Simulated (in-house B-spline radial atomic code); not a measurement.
# Lu³⁺: density, ELF and screening along the radius

How do the shells of Lu³⁺ show in real space, and how much do the settings move them?

Method: several methods, spin-polarised, as named in each step; spherical all-electron atom at the radial basis limit. Code: in-house B-spline radial atomic code version 1.

## (1) What is computed

```
element       : lutetium (Z = 71)
charge        : +3
electrons     : 68
configuration : [Xe] 4f14
nucleus       : point (non-relativistic runs) or finite (X2C runs)
```

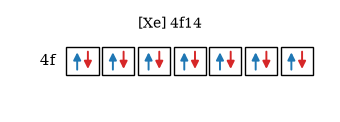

Occupation of the outer shells (arrows by Hund's rule).

Where spins are not typed, each open shell is filled with up spins first.

## (2) LDA (PW92), X2C, [Xe] 4f14

Settings of the run:

```ini
Z = 71
electrons = 68.0
configuration = [Xe] 4f14
hamiltonian = x2c
method = lda,pw
spin_polarised = True
nucleus = fermi
rms_radius = 5.37
mass_number = 175
atomic_mass = 174.940777211
speed_of_light = 137.035999084
```

Launch:

```console
$ python run_scf.py task.json out
```

One command runs all members of the session, one after another, from task.json.

From the run's result record (rounded, not every field):

```text
status: converged
scf [iteration, energy, orbital gradient]:
  - [1, -14551.760194, 0.368]
  - [2, -14552.4165699, 0.0472]
  - [3, -14552.4283766, 0.0151]
  - [4, -14552.4303223, 0.00791]
  - [5, -14552.4299288, 0.00561]
  - [6, -14552.4301732, 0.00491]
  - [7, -14552.4308355, 0.000213]
  - [8, -14552.4308369, 1.46e-05]
  - [9, -14552.4308369, 1.07e-06]
  - [10, -14552.4308369, 1.29e-09]
energy [hartree]: {"total": -14552.4308369, "kinetic": 16223.3289562, "nuclear": -36146.2414544, "coulomb": 5665.24920385, "xc": -294.767542515}
orbitals [hartree, bohr; up spins, the down spins are equal]:
  - ["name", "occ", "eps", "<r>", "<r^2>", "<1/r>", "r_max"]
  - ["1s up", 1.0, -2315.4867, 0.01856, 0.0004809, 89.448, 0.011227]
  - ["2s up", 1.0, -394.99371, 0.081141, 0.0078453, 20.818, 0.069217]
  - ["2p up", 3.0, -348.8288, 0.072414, 0.0064211, 17.765, 0.056059]
  - ["3s up", 1.0, -90.266455, 0.21241, 0.051712, 7.4911, 0.19611]
  - ["3p up", 3.0, -76.334598, 0.21178, 0.052099, 6.6724, 0.19304]
  - ["3d up", 5.0, -59.074557, 0.1925, 0.043474, 6.2405, 0.15725]
  - ["4s up", 1.0, -18.728416, 0.47843, 0.2588, 3.1044, 0.44687]
  - ["4p up", 3.0, -14.131135, 0.50754, 0.29351, 2.7604, 0.46707]
  - ["4d up", 5.0, -8.0101577, 0.54823, 0.34928, 2.4235, 0.48136]
  - ["5s up", 1.0, -3.2250905, 1.1668, 1.5319, 1.1566, 1.043]
  - ["5p up", 3.0, -2.1427067, 1.3689, 2.1239, 0.95619, 1.1899]
  - ["4f up", 7.0, -1.3433362, 0.71632, 0.67277, 1.834, 0.46807]
sum_r [bohr^k]: {"-1": 525.2721, "1": 34.31423, "2": 31.9033}
radius_at_0.001 [bohr]: 3.05
radius_enclosing_fraction [bohr]: {"0.5": 0.3864, "0.9": 1.152, "0.99": 2.083}
slater [hartree]:
  F0(5p up,5p up): 0.65797
  F2(5p up,5p up): 0.35401
  F0(5p up,5p down): 0.65797
  F2(5p up,5p down): 0.35401
  F0(5p up,4f up): 0.79498
  F2(5p up,4f up): 0.2637
  G2(5p up,4f up): 0.13456
  G4(5p up,4f up): 0.10383
  F0(5p up,4f down): 0.79498
  F2(5p up,4f down): 0.2637
  F0(5p down,5p down): 0.65797
  F2(5p down,5p down): 0.35401
  F0(5p down,4f up): 0.79498
  F2(5p down,4f up): 0.2637
  F0(5p down,4f down): 0.79498
  F2(5p down,4f down): 0.2637
  G2(5p down,4f down): 0.13456
  G4(5p down,4f down): 0.10383
  F0(4f up,4f up): 1.3066
  F2(4f up,4f up): 0.61205
  F4(4f up,4f up): 0.38227
  F6(4f up,4f up): 0.27453
  F0(4f up,4f down): 1.3066
  F2(4f up,4f down): 0.61205
  F4(4f up,4f down): 0.38227
  F6(4f up,4f down): 0.27453
  F0(4f down,4f down): 1.3066
  F2(4f down,4f down): 0.61205
  F4(4f down,4f down): 0.38227
  F6(4f down,4f down): 0.27453
```

Wall time 0.33 s (1 thread, shared host).

radius_at_0.001 is where the density falls to 0.001 electrons per bohr³.

Fields along the radius, from the same record (one point in 2):

| r (bohr) | 4πr²n (1/bohr) | ELF | screened charge r·V (e) | reduced gradient s |
| --- | --- | --- | --- | --- |
| 0.00339 | 46.04 | 0.9988 | 69.27 | 0.6667 |
| 0.00513 | 67.88 | 0.9970 | 68.44 | 0.6332 |
| 0.00776 | 89.02 | 0.9893 | 67.27 | 0.6479 |
| 0.0117 | 99.00 | 0.9421 | 65.65 | 0.7055 |
| 0.0178 | 91.66 | 0.6499 | 63.38 | 0.7441 |
| 0.0269 | 85.12 | 0.3209 | 60.35 | 0.5215 |
| 0.0407 | 108.4 | 0.5523 | 56.26 | 0.2805 |
| 0.0617 | 128.8 | 0.7372 | 50.99 | 0.4008 |
| 0.0934 | 102.3 | 0.3959 | 44.66 | 0.4545 |
| 0.141 | 110.4 | 0.5531 | 37.23 | 0.2136 |
| 0.214 | 96.44 | 0.6617 | 29.14 | 0.4782 |
| 0.324 | 56.89 | 0.2846 | 21.15 | 0.2500 |
| 0.490 | 65.98 | 0.7121 | 13.39 | 0.3130 |
| 0.742 | 31.03 | 0.4228 | 7.901 | 0.5799 |
| 1.12 | 14.33 | 0.4758 | 4.730 | 0.5401 |
| 1.70 | 4.925 | 0.5320 | 3.299 | 1.084 |
| 2.57 | 0.4921 | 0.08041 | 3.017 | 3.294 |
| 3.89 | 0.008461 | 0.0003216 | 3.000 | 16.79 |

## (3) M06-L, X2C, [Xe] 4f14

Changes to the settings of step 2:

```diff
@@ -4,3 +4,3 @@
 hamiltonian = x2c
-method = lda,pw
+method = m06l
 spin_polarised = True
```

Result record:

```text
status: converged
warnings: ["states collapsed into the nucleus by a negative tau potential were left out of the aufbau"]
iterations: 13
energy [hartree]: {"total": -14561.7966323, "kinetic": 16237.4152032, "nuclear": -36163.6139828, "coulomb": 5668.77918247, "xc": -304.377035205}
orbitals [hartree, bohr; up spins, the down spins are equal]:
  - ["name", "occ", "eps", "<r>"]
  - ["1s up", 1.0, -2320.7354, 0.018544]
  - ["2s up", 1.0, -396.90286, 0.081026]
  - ["2p up", 3.0, -350.01028, 0.07241]
  - ["3s up", 1.0, -91.163726, 0.21171]
  - ["3p up", 3.0, -76.916285, 0.2114]
  - ["3d up", 5.0, -59.378231, 0.1925]
  - ["4s up", 1.0, -19.149448, 0.4779]
  - ["4p up", 3.0, -14.429751, 0.5068]
  - ["4d up", 5.0, -8.1413964, 0.54759]
  - ["5s up", 1.0, -3.2238957, 1.171]
  - ["5p up", 3.0, -2.1269344, 1.3683]
  - ["4f up", 7.0, -1.3208869, 0.71289]
sum_r [bohr^k]: {"-1": 525.5451, "1": 34.25489, "2": 31.74221}
```

It took 0.63 s on 1 thread, shared host.

Meta-GGA runs start from a PBE run whose iterations are not counted.

Fields along the radius, from the same record (one point in 4):

| r (bohr) | 4πr²n (1/bohr) | ELF | screened charge r·V (e) | reduced gradient s |
| --- | --- | --- | --- | --- |
| 0.00339 | 46.13 | 0.9988 | 69.27 | 0.6659 |
| 0.00776 | 89.18 | 0.9894 | 67.27 | 0.6476 |
| 0.0178 | 91.65 | 0.6492 | 63.38 | 0.7457 |
| 0.0407 | 108.4 | 0.5530 | 56.26 | 0.2791 |
| 0.0933 | 102.1 | 0.3947 | 44.67 | 0.4576 |
| 0.214 | 96.65 | 0.6641 | 29.13 | 0.4803 |
| 0.490 | 66.52 | 0.7142 | 13.36 | 0.3088 |
| 1.12 | 14.24 | 0.4753 | 4.721 | 0.5383 |
| 2.57 | 0.4661 | 0.07394 | 3.015 | 3.599 |

## (4) PBE, non-rel., [Kr] 4d9 4f14 5s2 5p6 6p1

Settings of the run:

```ini
Z = 71
electrons = 68.0
configuration = [Kr] 4d9 4f14 5s2 5p6 6p1
hamiltonian = nr
method = pbe,pbe
spin_polarised = True
```

Result record:

```text
status: converged
iterations: 10
energy [hartree]: {"total": -13846.5086392, "kinetic": 13842.8158269, "nuclear": -32873.2447086, "coulomb": 5468.57931473, "xc": -284.659072171}
orbitals [hartree, bohr; first row names the columns]:
  - ["name", "occ", "eps", "<r>"]
  - ["1s up", 1.0, -2150.3149, 0.021344]
  - ["1s down", 1.0, -2150.3139, 0.021344]
  - ["2s up", 1.0, -351.34792, 0.09035]
  - ["2s down", 1.0, -351.32114, 0.090349]
  - ["2p up", 3.0, -336.17234, 0.076479]
  - ["2p down", 3.0, -336.15181, 0.076477]
  - ["3s up", 1.0, -80.138764, 0.23045]
  - ["3s down", 1.0, -80.126449, 0.23042]
  - ["3p up", 3.0, -73.1856, 0.22036]
  - ["3p down", 3.0, -73.172403, 0.22034]
  - ["3d up", 5.0, -60.241509, 0.19378]
  - ["3d down", 5.0, -60.221023, 0.19378]
  - ["4s up", 1.0, -16.701549, 0.51615]
  - ["4s down", 1.0, -16.651938, 0.51634]
  - ["4p up", 3.0, -13.849401, 0.52506]
  - ["4p down", 3.0, -13.800276, 0.52532]
  - ["4d up", 5.0, -8.6851691, 0.54678]
  - ["4d down", 4.0, -8.637298, 0.54727]
  - ["4f up", 7.0, -2.069509, 0.65535]
  - ["4f down", 7.0, -2.032158, 0.65829]
  - ["5s up", 1.0, -3.1593006, 1.2382]
  - ["5s down", 1.0, -3.1486398, 1.239]
  - ["5p up", 3.0, -2.3525259, 1.3674]
  - ["5p down", 3.0, -2.3426072, 1.367]
  - ["6p up", 1.0, -0.77725393, 3.3426]
sum_r [bohr^k]: {"-1": 463.0034, "1": 36.72783, "2": 42.69936}
```

It took 0.24 s on 1 thread, shared host.

Fields along the radius, from the same record (one point in 4):

```csv
r (bohr),4πr²n (1/bohr),ELF,screened charge r·V (e),reduced gradient s,4πr²(n↑−n↓)
0.00426,31.88,0.9982,69.06,0.4404,0.00001
0.0105,81.03,0.9806,66.45,0.5701,0.0004635
0.0260,82.99,0.4032,61.07,0.6211,0.01081
0.0643,124.9,0.7239,50.91,0.3649,0.2360
0.159,112.0,0.6172,35.37,0.2405,0.5951
0.393,63.55,0.5107,17.78,0.1656,1.956
0.971,16.92,0.3304,6.125,0.5370,0.3388
2.40,0.9456,0.04435,3.283,1.768,0.2680
5.93,0.02677,0.05734,3.001,7.594,0.02677
```

## (5) Hartree-Fock, X2C, [Xe] 4f13 6d1

Settings of the run:

```ini
Z = 71
electrons = 68.0
configuration = [Xe] 4f13 6d1
hamiltonian = x2c
method = hf
spin_polarised = True
nucleus = fermi
rms_radius = 5.37
mass_number = 175
atomic_mass = 174.940777211
speed_of_light = 137.035999084
```

Result record:

```text
status: converged
iterations: 10
energy [hartree]: {"total": -14556.0838835, "kinetic": 16234.5482407, "nuclear": -36125.4145135, "coulomb": 5633.10749855, "exact_exchange": -298.325109231}
orbitals [hartree, bohr; first row names the columns]:
  - ["name", "occ", "eps", "<r>"]
  - ["1s up", 1.0, -2340.3393, 0.018538]
  - ["1s down", 1.0, -2340.3394, 0.018538]
  - ["2s up", 1.0, -404.60831, 0.081006]
  - ["2s down", 1.0, -404.60655, 0.081006]
  - ["2p up", 3.0, -356.88955, 0.072419]
  - ["2p down", 3.0, -356.88799, 0.072418]
  - ["3s up", 1.0, -95.092854, 0.21162]
  - ["3s down", 1.0, -95.057833, 0.21157]
  - ["3p up", 3.0, -80.446443, 0.21127]
  - ["3p down", 3.0, -80.406718, 0.2112]
  - ["3d up", 5.0, -62.349952, 0.19247]
  - ["3d down", 5.0, -62.307114, 0.19235]
  - ["4s up", 1.0, -21.315211, 0.47802]
  - ["4s down", 1.0, -21.233137, 0.47801]
  - ["4p up", 3.0, -16.394533, 0.50632]
  - ["4p down", 3.0, -16.304914, 0.50637]
  - ["4d up", 5.0, -9.765792, 0.54685]
  - ["4d down", 5.0, -9.6505918, 0.54721]
  - ["5s up", 1.0, -4.1161014, 1.1616]
  - ["5s down", 1.0, -4.0869268, 1.1645]
  - ["5p up", 3.0, -2.7876885, 1.3312]
  - ["5p down", 3.0, -2.7631279, 1.3365]
  - ["4f up", 7.0, -2.4070769, 0.66738]
  - ["4f down", 6.0, -2.3465238, 0.67144]
  - ["6d up", 1.0, -0.56703491, 4.6931]
sum_r [bohr^k]: {"-1": 525.0008, "1": 37.43543, "2": 53.69982}
```

It took 0.61 s on 1 thread, shared host.

The record's radial tables, every 4th point:

```csv
r (bohr),4πr²n (1/bohr),ELF,screened charge r·V (e),reduced gradient s,4πr²(n↑−n↓)
0.00464,62.45,0.9977,68.67,0.6363,-0.00004
0.0118,99.14,0.9401,65.61,0.7073,-0.00004
0.0300,87.95,0.3292,59.40,0.4236,0.00002
0.0764,117.6,0.6082,47.90,0.4839,0.006188
0.195,108.4,0.7236,31.03,0.4037,0.3436
0.495,65.84,0.7152,13.46,0.3212,1.623
1.26,11.12,0.5837,4.635,0.6387,0.2824
3.20,0.1563,0.002102,3.298,0.01364,0.1188
8.15,0.02288,0.008348,3.002,7.312,0.02288
```

## (6) PBE, non-rel., [Xe] 4f13 5f1

Settings of the run:

```ini
Z = 71
electrons = 68.0
configuration = [Xe] 4f13 5f1
hamiltonian = nr
method = pbe,pbe
spin_polarised = True
```

Result record:

```text
status: converged
iterations: 10
energy [hartree]: {"total": -13852.7594635, "kinetic": 13849.0694978, "nuclear": -32887.3523292, "coulomb": 5470.40847208, "xc": -284.88510425}
orbitals [hartree, bohr; first row names the columns]:
  - ["name", "occ", "eps", "<r>"]
  - ["1s up", 1.0, -2150.1114, 0.021344]
  - ["1s down", 1.0, -2150.1115, 0.021344]
  - ["2s up", 1.0, -351.17541, 0.090361]
  - ["2s down", 1.0, -351.17451, 0.09036]
  - ["2p up", 3.0, -335.98654, 0.076488]
  - ["2p down", 3.0, -335.98604, 0.076488]
  - ["3s up", 1.0, -80.122826, 0.2305]
  - ["3s down", 1.0, -80.09887, 0.23047]
  - ["3p up", 3.0, -73.162183, 0.22044]
  - ["3p down", 3.0, -73.140516, 0.2204]
  - ["3d up", 5.0, -60.190852, 0.1939]
  - ["3d down", 5.0, -60.175462, 0.19386]
  - ["4s up", 1.0, -16.699369, 0.51648]
  - ["4s down", 1.0, -16.662869, 0.51657]
  - ["4p up", 3.0, -13.847522, 0.52551]
  - ["4p down", 3.0, -13.811238, 0.52562]
  - ["4d up", 5.0, -8.6845574, 0.5476]
  - ["4d down", 5.0, -8.6486175, 0.54784]
  - ["5s up", 1.0, -3.2036283, 1.2391]
  - ["5s down", 1.0, -3.189217, 1.24]
  - ["5p up", 3.0, -2.3974012, 1.3669]
  - ["5p down", 3.0, -2.3840322, 1.3674]
  - ["4f up", 7.0, -2.0871725, 0.65867]
  - ["4f down", 6.0, -2.053317, 0.66096]
  - ["5f up", 1.0, -0.44690281, 4.1091]
sum_r [bohr^k]: {"-1": 463.2021, "1": 37.43578, "2": 49.22239}
```

Run time: 0.21 s. Hardware: 1 thread, shared host.

The record's radial tables, every 4th point:

```
r (bohr)  4πr²n (1/bohr)       ELF  screened charge r·V (e)  reduced gradient s  4πr²(n↑−n↓)
 0.00449           34.29    0.9980                    68.96              0.4449     -0.00004
  0.0113           84.15    0.9741                    66.14              0.5866   -0.0001147
  0.0284           82.53    0.3495                    60.32              0.5591   -0.0005506
  0.0714           123.8    0.6991                    49.37              0.4091     0.001154
   0.180           113.1    0.7014                    32.92              0.3093       0.2749
   0.452           67.99    0.6824                    15.18              0.2313        1.633
    1.14           13.05    0.4721                    5.196              0.5338       0.2768
    2.86          0.3871  0.007857                    3.270               1.790       0.2338
    7.20         0.03380  0.002992                    3.003               5.436      0.03380
```

## (7) The runs side by side

| run | total energy (hartree) | highest level (eV) | radius holding 50 / 90 / 99 % (bohr) | radius at n = 0.001 (bohr) | ELF minima on the full grid (bohr) |
| --- | --- | --- | --- | --- | --- |
| LDA (PW92), X2C, [Xe] 4f14 | -14552.4308 | -36.554 | 0.386 / 1.15 / 2.08 | 3.05 | 0.027, 0.12, 0.32, 0.91 |
| M06-L, X2C, [Xe] 4f14 | -14561.7966 | -35.943 | 0.387 / 1.15 / 2.08 | 3.01 | 0.027, 0.12, 0.32, 0.91 |
| PBE, non-rel., [Kr] 4d9 4f14 5s2 5p6 6p1 | -13846.5086 | -21.150 | 0.391 / 1.20 / 2.96 | 4.25 | 0.033, 0.13, 0.31, 0.97, 2.4 |
| Hartree-Fock, X2C, [Xe] 4f13 6d1 | -14556.0839 | -15.430 | 0.387 / 1.17 / 4.10 | 4.82 | 0.030, 0.097, 0.31, 0.79, 3.2 |
| PBE, non-rel., [Xe] 4f13 5f1 | -13852.7595 | -12.161 | 0.392 / 1.20 / 3.36 | 4.46 | 0.028, 0.11, 0.28, 0.90, 2.9 |

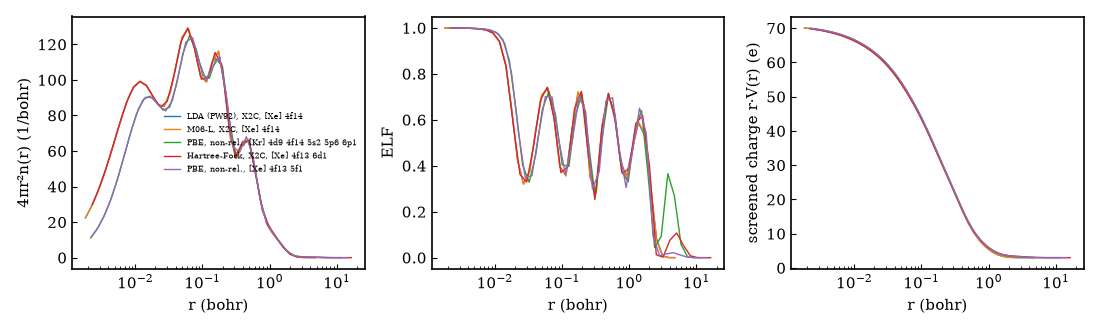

Radial density, ELF and screened nuclear charge of all runs.

What this shows: In the first run ELF has 4 minima on the grid, which mark the borders between shells. On the record's full grid the screened charge (r times the electrostatic potential) falls from 70.9 near the nucleus to 3.00 at 4.8 bohr; far out it tends to the net charge, 3. The radius that holds 99 % of the electrons runs from 2.08 bohr (M06-L, X2C, [Xe] 4f14) to 4.10 bohr (Hartree-Fock, X2C, [Xe] 4f13 6d1). The grid is coarse (about 23 % a step), so the places of minima are rough. For X2C runs ELF uses the non-relativistic kinetic energy density, and the fields carry no picture-change correction.
